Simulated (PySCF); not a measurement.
**C₃H₄Cl₂OSi: electronic excitations**

Wanted: the electronic excitations of C₃H₄Cl₂OSi (`O=C(Cl)/C=C(/[SiH3])Cl`), by calculation.

Programs: PySCF 2.14.0, with density-fitted response routines of our own. Each step states its level of theory. These are calculated values for one molecule in the gas phase, unless marked as measured. Atoms count from 0, in the outputs and in this text.

### 1 The starting structure

11 atoms, charge 0, multiplicity 1; geometry from: GFN2-xTB.

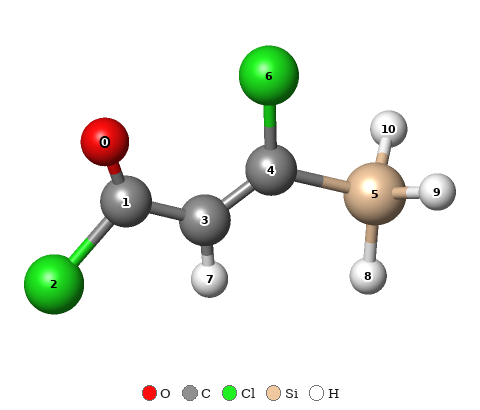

The starting geometry (oxygen red, carbon grey, chlorine green, silicon light orange, hydrogen white), atoms numbered; sticks join atoms by distance.

### 2 TDDFT and polarisability: CAM-B3LYP/def2-SVPD

What the job is given:

```
{"job": {"kind": "uv", "xc": "CAM-B3LYP", "basis": "def2-SVPD", "nstates": 8, "ntriplets": 3}, "charge": 0, "multiplicity": 1}
O      2.594352     1.095700    -0.764382
C      2.205661     0.157342    -0.146757
Cl     3.394858    -0.967366     0.566724
C      0.852792    -0.266583     0.151588
C     -0.257297     0.377804    -0.244587
Si    -2.040491    -0.170218     0.147959
Cl    -0.175280     1.807552    -1.172455
H      0.745415    -1.166268     0.736347
H     -1.959157    -1.400434     0.933406
H     -2.702074    -0.384205    -1.135512
H     -2.653354     0.919346     0.901707
```

With the program's defaults for keys left out, this is: TDDFT CAM-B3LYP/def2-SVPD, vertical, gas phase, core orbitals frozen in the response.

Command:

```bash
$ OMP_NUM_THREADS=1 python probes_run.py task.json out
```

One launch serves the whole session: the jobs run in the order shown.

Predict these results of the whole session: lowest singlet (CAM-B3LYP/def2-SVPD); brightest single state of those computed; lowest triplet.

**Answer**, as computed:

| quantity | value |
| --- | --- |
| lowest singlet (CAM-B3LYP/def2-SVPD) | 4.03 eV (308 nm), f = 0.000 |
| brightest single state of those computed | state 2, 5.22 eV, f = 0.396 |
| lowest triplet | 3.28 eV |

In words: The first singlet state (HOMO→LUMO 0.93) lies at 4.03 eV and is dark; of the 8 states computed, the strongest absorption comes from state 2 at 5.22 eV. The lowest triplet lies 0.75 eV below the lowest singlet (triplets in Tamm-Dancoff, singlets in full TDDFT).
